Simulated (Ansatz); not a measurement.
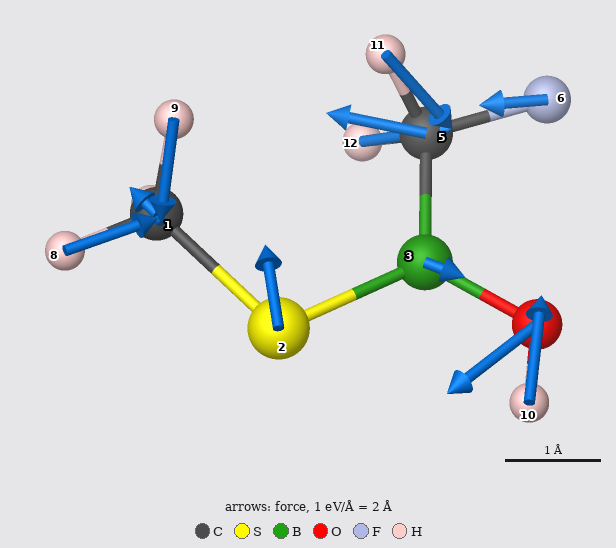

Starting geometry of C$_{2}$H$_{6}$BFOS with the computed forces as blue arrows. Style: ball-and-stick. Shown at a tilt.

The start comes from PBE-D4/def2-SVP.

Method: RKS PBE0-D4/def2-TZVP in Ansatz.

The input:
```yaml
crystal:
  periodic: [false, false, false]
  atoms:
    - {symbol: C, position_ang: [-0.626431, -1.266708, 1.314001]}
    - {symbol: S, position_ang: [0.962859, -0.359175, 1.257812]}
    - {symbol: B, position_ang: [0.839329, 0.639631, -0.265101]}
    - {symbol: O, position_ang: [1.870078, 1.458587, -0.620213]}
    - {symbol: C, position_ang: [-0.442585, 0.589846, -1.204095]}
    - {symbol: F, position_ang: [-0.337101, 1.433183, -2.300813]}
    - {symbol: H, position_ang: [-0.758309, -1.908295, 0.421832]}
    - {symbol: H, position_ang: [-0.593814, -1.910865, 2.211890]}
    - {symbol: H, position_ang: [-1.484267, -0.573024, 1.405209]}
    - {symbol: H, position_ang: [2.622400, 1.439582, -0.000945]}
    - {symbol: H, position_ang: [-1.359555, 0.857524, -0.623239]}
    - {symbol: H, position_ang: [-0.615604, -0.455387, -1.562437]}
basis:
  gaussian: {orbitals: def2-TZVP}
hamiltonian: {xc: pbe0, dispersion: d4}
relax: {f_tol: 0.005, max_steps: 150}
```

Launched with:
```bash
ansatz run in.yaml --threads 4 --pin off --events-out ev --progress --plain --max-ram 10444MiB
```

Q: Is this structure relaxed? If not, where do the atoms go?

A: It isn't relaxed: the largest force vector, on O atoms, is 0.67 eV/Å. The final displacements follow the starting forces only in part (cosine between the two patterns 0.69). The largest move after the best rigid fit is that of H9, 0.032 Å. Largest moves by element: H 0.032 Å, O 0.022 Å, F 0.020 Å, S 0.019 Å, C 0.017 Å, B 0.011 Å. Among the contacts that change: C1–S2 1.831 → 1.809 Å, C5–H11 1.118 → 1.098 Å, C1–H7 1.107 → 1.089 Å, S2–B3 1.825 → 1.811 Å. After 7 geometry steps the energy has fallen by 4.66 kJ/mol. The largest force component goes from 0.62 to 0.0035 eV/Å. Cost: 45 s on 4 threads of Arm Neoverse V1, with other jobs on the host.
